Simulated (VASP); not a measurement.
# A VASP study of TiAu (PBEsol + D3(BJ)): structure first, properties next

Aim: relax TiAu, then compute properties on the relaxed cell. The steps: full relaxation (PBEsol + D3(BJ)), second relaxation, density, ELF and potential (PBEsol + D3(BJ)), bands along the symmetry lines (PBEsol + D3(BJ)), density of states (PBEsol + D3(BJ)), core-level energies (PBEsol + D3(BJ)), volume scan with PBEsol + D3(BJ), fit for PBEsol + D3(BJ) and electric field gradients (PBEsol + D3(BJ)). The start is a computed cell from the Materials Project.

Main program and level: VASP 6.6.1; PBEsol with D3(BJ); plane waves and PAW (Ti_sv, Au).

### Step 1. The starting structure

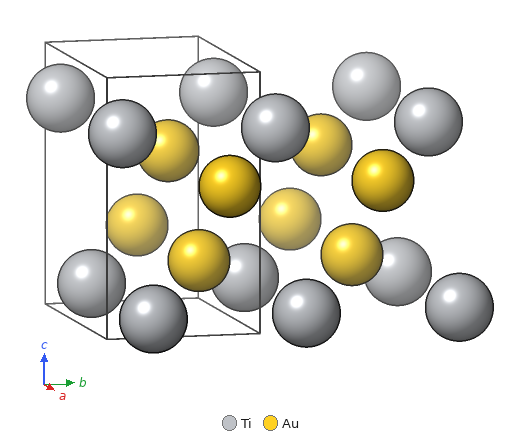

The starting structure, seen slightly off an axis (titanium light grey, gold yellow). 2×2×1 cells are drawn. Some periodic images of atoms are drawn too.

### Step 2. Full relaxation (PBEsol + D3(BJ))

Properties are meant for the cell that this level of theory prefers, so cell and atoms are relaxed first (ISIF = 3) until forces and stress are small; EDIFFG sets the threshold. PBEsol restores the gradient expansion of exchange and is tuned for the cells of solids. A dispersion term adds the long-range attraction that semilocal functionals lack. D3 with Becke-Johnson damping keeps a finite attraction at short range.

Input file INCAR:

```
SYSTEM = TiAu
PREC = Accurate
ENCUT = 400
EDIFF = 1E-06
NELM = 100
ISMEAR = 1
SIGMA = 0.2
LREAL = .FALSE.
ALGO = Normal
GGA = PS
IVDW = 12
NBANDS = 29
LORBIT = 11
LWAVE = .FALSE.
LCHARG = .FALSE.
KPAR = 4
IBRION = 2
NSW = 60
ISIF = 3
EDIFFG = -0.01
```

Input file POSCAR:

```
TiAu
1.0
    4.6150713700      0.0000000000      0.0000000000
    0.0000000000      2.9551944000      0.0000000000
    0.0000000000      0.0000000000      4.9475130000
Ti Au
2 2
Direct
    0.2500000000      0.0000000000      0.8201905100
    0.7500000000      0.0000000000      0.1798094900
    0.2500000000      0.5000000000      0.3241104800
    0.7500000000      0.5000000000      0.6758895200
```

Input file KPOINTS:

```
Automatic mesh
0
Gamma
6 9 6
0 0 0
```

Potentials, in the order of the species: Ti_sv and Au (PBE family, release 64).

Run with:

```
mpirun -np 4 vasp_std
```

Log:

```text
[banner, memory and clock lines left out]
running    4 mpi-ranks, on    1 nodes
 distrk:  each k-point on    1 cores,    4 groups
 distr:  one band on    1 cores,    1 groups

 POSCAR found type information on POSCAR TiAu
 POSCAR found :  2 types and       4 ions
|                                                                             |
|               ----> ADVICE to this user running VASP <----                  |
|                                                                             |
|     You enforced a specific xc type in the INCAR file but a different       |
|     [... a line on the potential file left out ...]
|     I HOPE YOU KNOW WHAT YOU ARE DOING!                                     |
|                                                                             |

 LDA part: xc-table for (Slater+PW92), standard interpolation
 POSCAR, INCAR and KPOINTS ok, starting setup
 FFT: planning ... GRIDC
 FFT: planning ... GRID_SOFT
 FFT: planning ... GRID
 WAVECAR not read
 entering main loop
       N       E                     dE             d eps       ncg     rms          rms(c)
DAV:   1     0.465455479741E+03    0.46546E+03   -0.20152E+04  4648   0.155E+03
DAV:   2     0.208933232412E+02   -0.44456E+03   -0.42816E+03  4855   0.459E+02
DAV:   3    -0.269829891595E+02   -0.47876E+02   -0.46440E+02  7799   0.132E+02
DAV:   4    -0.300086829200E+02   -0.30257E+01   -0.29971E+01  6117   0.302E+01
DAV:   5    -0.301684430255E+02   -0.15976E+00   -0.15967E+00  6534   0.571E+00    0.166E+01
DAV:   6    -0.263427510506E+02    0.38257E+01   -0.13509E+01  5648   0.294E+01    0.547E+00
DAV:   7    -0.261916318709E+02    0.15112E+00   -0.14680E+00  6027   0.746E+00    0.425E+00
DAV:   8    -0.261571061680E+02    0.34526E-01   -0.23474E-01  6129   0.324E+00    0.224E+00
DAV:   9    -0.261476990881E+02    0.94071E-02   -0.74807E-02  5799   0.274E+00    0.329E-01
DAV:  10    -0.261457827083E+02    0.19164E-02   -0.10023E-02  5891   0.863E-01    0.632E-02
DAV:  11    -0.261458686406E+02   -0.85932E-04   -0.65136E-04  6558   0.166E-01    0.488E-02
DAV:  12    -0.261458704276E+02   -0.17871E-05   -0.60938E-05  6155   0.471E-02    0.232E-02
DAV:  13    -0.261458671366E+02    0.32910E-05   -0.53517E-06  5163   0.179E-02    0.128E-02
DAV:  14    -0.261458679395E+02   -0.80285E-06   -0.38682E-06  5276   0.149E-02
   1 F= -.28644479E+02 E0= -.28641942E+02  d E =-.286445E+02
 curvature:   0.00 expect dE= 0.000E+00 dE for cont linesearch  0.000E+00
 trial: gam= 0.00000 g(F)=  0.124E-01 g(S)=  0.100E+01 ort = 0.000E+00 (trialstep = 0.100E+01)
 search vector abs. value=  0.102E+01
 bond charge predicted
       N       E                     dE             d eps       ncg     rms          rms(c)
DAV:   1    -0.458602381217E+02   -0.19714E+02   -0.47654E+02  4876   0.199E+02    0.391E+01
DAV:   2    -0.277082864976E+02    0.18152E+02   -0.85650E+01  4794   0.721E+01    0.140E+01
DAV:   3    -0.256241235819E+02    0.20842E+01   -0.23356E+01  7113   0.388E+01    0.906E+00
DAV:   4    -0.250580148416E+02    0.56611E+00   -0.49504E+00  5955   0.164E+01    0.362E+00
DAV:   5    -0.251699974753E+02   -0.11198E+00   -0.53383E-01  7190   0.335E+00    0.178E+00
DAV:   6    -0.252714729246E+02   -0.10148E+00   -0.20007E-01  7466   0.165E+00    0.906E-01
DAV:   7    -0.253039595096E+02   -0.32487E-01   -0.43189E-02  6807   0.105E+00    0.275E-01
DAV:   8    -0.253087753505E+02   -0.48158E-02   -0.11936E-02  7014   0.423E-01    0.104E-01
DAV:   9    -0.253091255898E+02   -0.35024E-03   -0.94383E-04  6109   0.167E-01    0.204E-02
DAV:  10    -0.253091479125E+02   -0.22323E-04   -0.14226E-04  7166   0.501E-02    0.104E-02
DAV:  11    -0.253091479312E+02   -0.18652E-07   -0.67302E-06  5214   0.179E-02
   2 F= -.28353470E+02 E0= -.28351685E+02  d E =0.291009E+00
[... from here on, the cycles between the ionic steps are left out ...]
   3 F= -.28873564E+02 E0= -.28870579E+02  d E =-.229085E+00
   4 F= -.28873767E+02 E0= -.28870778E+02  d E =-.229289E+00
   5 F= -.28873724E+02 E0= -.28870731E+02  d E =-.229245E+00
   6 F= -.28887801E+02 E0= -.28885798E+02  d E =-.140772E-01
   7 F= -.28890632E+02 E0= -.28889384E+02  d E =-.169081E-01
   8 F= -.28890633E+02 E0= -.28889408E+02  d E =-.169095E-01
   9 F= -.28890438E+02 E0= -.28889237E+02  d E =0.195453E-03
  10 F= -.28890889E+02 E0= -.28889676E+02  d E =-.256147E-03
 curvature:  -0.22 expect dE=-0.198E-04 dE for cont linesearch -0.170E-08
 trial: gam= 0.07957 g(F)=  0.125E-04 g(S)=  0.773E-04 ort =-0.300E-05 (trialstep = 0.898E+00)
 search vector abs. value=  0.968E-04
 bond charge predicted
       N       E                     dE             d eps       ncg     rms          rms(c)
DAV:   1    -0.261781438244E+02    0.43218E-03   -0.15084E-02  4810   0.131E+00    0.104E-01
DAV:   2    -0.261780165852E+02    0.12724E-03   -0.13190E-03  4666   0.286E-01    0.552E-02
DAV:   3    -0.261779396608E+02    0.76924E-04   -0.21359E-04  6118   0.122E-01    0.146E-02
DAV:   4    -0.261779390834E+02    0.57735E-06   -0.36435E-05  5821   0.509E-02    0.937E-03
DAV:   5    -0.261779391349E+02   -0.51469E-07   -0.28714E-06  4317   0.136E-02
  11 F= -.28890934E+02 E0= -.28889714E+02  d E =-.446029E-04
 trial-energy change:   -0.000045  1 .order   -0.000051   -0.000081   -0.000022
 step:   1.2258(harm=  1.2258)  dis= 0.00066  next Energy=   -28.890944 (dE=-0.549E-04)
 reached required accuracy - stopping structural energy minimisation
```

It took 72 s on 4 MPI ranks of Intel Xeon 6975P-C (Granite Rapids), shared host; peak memory 0.94 GiB.

Lines that name or quote the potential files are left out of all logs, and their timing lines are given in words.

From OUTCAR (step 2):

```text
ion  position               nearest neighbor table
   1  0.250  0.000  0.820-   4 2.83   4 2.83   4 2.83   4 2.83   3 2.86   3 2.86   3 2.90   3 2.90
                             2 2.91   2 2.91
   2  0.750  0.000  0.180-   3 2.83   3 2.83   3 2.83   3 2.83   4 2.86   4 2.86   4 2.90   4 2.90
                             1 2.91   1 2.91
   3  0.250  0.500  0.324-   2 2.83   2 2.83   2 2.83   2 2.83   1 2.86   1 2.86   4 2.89   4 2.89
                             1 2.90   1 2.90
   4  0.750  0.500  0.676-   1 2.83   1 2.83   1 2.83   1 2.83   2 2.86   2 2.86   3 2.89   3 2.89
                             2 2.90   2 2.90

  LATTYP: Found a simple orthorhombic cell.
 ALAT       =     2.9551944000
 B/A-ratio  =     1.5616811435
 C/A-ratio  =     1.6741751406

 Subroutine GETGRP returns: Found  8 space group operations
 (whereof  4 operations were pure point group operations)

The static configuration has the point symmetry C_2h.
 The point group associated with its full space group is D_2h.

 Found     80 irreducible k-points:

   k-points           NKPTS =     80   k-points in BZ     NKDIM =     80   number of bands    NBANDS=     29

   dimension x,y,z NGX =    30 NGY =   20 NGZ =   32
   dimension x,y,z NGXF=    60 NGYF=   40 NGZF=   64

   ENCUT  =  400.0 eV  29.40 Ry    5.42 a.u.   7.53  4.82  8.07*2*pi/ulx,y,z

   NELECT =      46.0000    total number of electrons

 k-points in reciprocal lattice and weights: Automatic mesh
   0.00000000  0.00000000  0.00000000       0.003
   0.16666667  0.00000000  0.00000000       0.006
   0.33333333  0.00000000  0.00000000       0.006
   0.50000000  0.00000000  0.00000000       0.003
   0.00000000  0.11111111  0.00000000       0.006
   0.16666667  0.11111111  0.00000000       0.012
   0.33333333  0.11111111  0.00000000       0.012
   0.50000000  0.11111111  0.00000000       0.006
   0.00000000  0.22222222  0.00000000       0.006
[...]
0.33333333  0.44444444  0.50000000       0.012
   0.50000000  0.44444444  0.50000000       0.006

 Edisp (eV)   -2.71231

 average (electrostatic) potential at core
       1 -70.2714       2 -70.2714       3 -63.9683       4 -63.9683

 E-fermi :  10.4940

 k-point     1 :       0.0000    0.0000    0.0000
  band No.  band energies     occupation
    ...
     20       7.2623      2.00000
     21       8.9712      2.00000
     22       9.8783      2.00012
     23      10.0996      2.01749
     24      10.3351      1.97745
     25      10.5647      0.44112
     26      12.2468     -0.00000
     27      12.7970     -0.00000
     28      12.8521     -0.00000
     29      13.1212     -0.00000

 k-point     2 :       0.1667    0.0000    0.0000
  band No.  band energies     occupation
    ...
     20       7.1237      2.00000
     21       9.2490      2.00000
     22       9.4551      2.00000
     23      10.0428      2.00642
     24      10.4102      1.64499
     25      10.7015     -0.05713
     26      12.1789     -0.00000
     27      12.6731     -0.00000
     28      12.8820     -0.00000
     29      13.0548     -0.00000

 k-point     3 :       0.3333    0.0000    0.0000
  band No.  band energies     occupation
    ...
     20       6.6569      2.00000
     21       9.1632      2.00000
     22       9.8950      2.00019
     23      10.2964      2.04771
     24      10.3666      1.87204
     25      10.9131     -0.01160
     26      11.5412     -0.00000
     27      12.4977     -0.00000
     28      12.6725     -0.00000
     29      12.9161     -0.00000

 Edisp (eV)   -2.71299

  Total      -0.00446    -0.00153    -0.02222     0.00000     0.00000    -0.00000
  in kB      -0.11476    -0.03939    -0.57218     0.00000     0.00000    -0.00000
  external pressure =       -0.24 kB  Pullay stress =        0.00 kB

  energy-cutoff  :      400.00
  volume of cell :       62.21
      direct lattice vectors                 reciprocal lattice vectors
     4.553751611  0.000000000  0.000000000     0.219599154  0.000000000  0.000000000
     0.000000000  2.808958854  0.000000000     0.000000000  0.356003791  0.000000000
    -0.000000000  0.000000000  4.863500101    -0.000000000  0.000000000  0.205613237

 POSITION                                       TOTAL-FORCE (eV/Angst)
 -----------------------------------------------------------------------------------
      1.13844      2.80896      3.97190         0.000000     -0.000000     -0.008382
      3.41531      2.80896      0.89160        -0.000000      0.000000      0.008382
      1.13844      1.40448      1.56192         0.000000      0.000000     -0.004659
      3.41531      1.40448      3.30158        -0.000000      0.000000      0.004659
 -----------------------------------------------------------------------------------
    total drift:                                0.000000      0.000000      0.000000

  FREE ENERGIE OF THE ION-ELECTRON SYSTEM (eV)
  ---------------------------------------------------
  free  energy   TOTEN  =       -28.8909339237 eV

  energy  without entropy=      -28.8872730283  energy(sigma->0) =      -28.88971363

 reached required accuracy - stopping structural energy minimisation

 total charge
# of ion       s       p       d       tot
------------------------------------------
    1        2.202   6.136   1.929  10.267
    2        2.202   6.136   1.929  10.267
    3        0.730   0.586   8.572   9.889
    4        0.730   0.586   8.572   9.889
--------------------------------------------------
tot          5.865  13.444  21.003  40.312

[... 3 further parts left out ...]
```

CONTCAR:

```
TiAu
   1.00000000000000
     4.5537516112302070    0.0000000000000000    0.0000000000000000
     0.0000000000000000    2.8089588544290818    0.0000000000000000
    -0.0000000000000000    0.0000000000000000    4.8635001011045000
  Ti              Au
     2     2
Direct
     0.2500000000000000    1.0000000000000000    0.8166752463267870
     0.7500000000000000    1.0000000000000000    0.1833247536732130
     0.2500000000000000    0.5000000000000000    0.3211522654395499
     0.7500000000000000    0.5000000000000000    0.6788477345604499
```

The k-mesh is coarse for a metal. The PAW data sets were made with PBE, which is usual practice but a small mismatch for other functionals. Dispersion corrections of this kind ignore metallic screening and tend to overbind metals. The run keeps the 8 symmetry operations of its start, so it cannot find a distortion of lower symmetry.

Step by step:

```csv
step,energy less that of the first step (eV),largest force (eV/Å),pressure (GPa),volume (Å³)
1,0.0000,0.3327,-12.41,67.48
2,0.2910,0.3690,28.03,55.50
3,-0.2291,0.1574,-0.12,62.31
4,-0.2293,0.1583,0.21,62.19
5,-0.2292,0.1591,0.53,62.08
6,-0.2433,0.0573,0.44,62.08
7,-0.2462,0.0055,0.44,62.07
8,-0.2462,0.0075,0.42,62.07
9,-0.2460,0.0213,-0.66,62.44
10,-0.2464,0.0110,-0.05,62.23
11,-0.2465,0.0084,-0.02,62.21
```

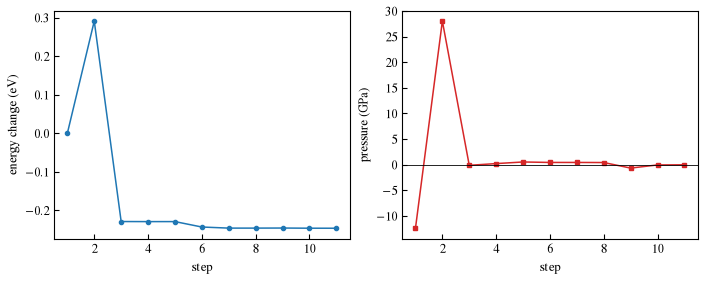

Energy and pressure along the relaxation.

```csv
"conventional cell, symmetrised",before,after,change
a (Å),4.615,4.554,-1.3 %
b (Å),2.955,2.809,-4.9 %
c (Å),4.948,4.864,-1.7 %
volume (Å³/atom),16.87,15.55,-7.8 %
```

The atoms that moved most (Å, as changes of fractional coordinates times the final cell):

```csv
atom,dx,dy,dz,length
Ti1,0.000,0.000,-0.017,0.017
Ti2,0.000,0.000,0.017,0.017
Au3,0.000,0.000,-0.014,0.014
Au4,0.000,0.000,0.014,0.014
```

The relaxed structure:

```xyz
4
Lattice="4.5538 0.0000 0.0000 0.0000 2.8090 0.0000 0.0000 0.0000 4.8635" Properties=species:S:1:pos:R:3 pbc="T T T"
Ti    1.1384    0.0000    3.9719
Ti    3.4153    0.0000    0.8916
Au    1.1384    1.4045    1.5619
Au    3.4153    1.4045    3.3016
```

This step gave:

```yaml
electrons: 46
bands: 29
irreducible_k_points: 80
symmetry_operations: 8
free_energy_toten: -28.89 eV
energy_at_zero_smearing: -28.89 eV
fermi_energy: 10.49 eV
pressure: -0.02421 GPa
metallic: yes
scf_cycles_over_all_ionic_steps: 93
```

It ends with a largest force of 0.008 eV/Å and a pressure of -0.02 GPa.

(Continued in part 2 of 5.)

[Lines on the potential files, build, host, timing and source positions are cut from VASP's logs without a mark.]

[Logs are printed without paths, hosts, clocks, repeated set-up lines and the standing remarks that a program may print on its own settings, such as how far it seeks lower states.]

[Hosts, paths, dates, database ids (printed as entryN), source tags and the programs' standing remarks are cut or masked in the printed files.]

[Measured values are set beside computed ones only where the two were judged alike; some that the calculation misses by far are left out.]
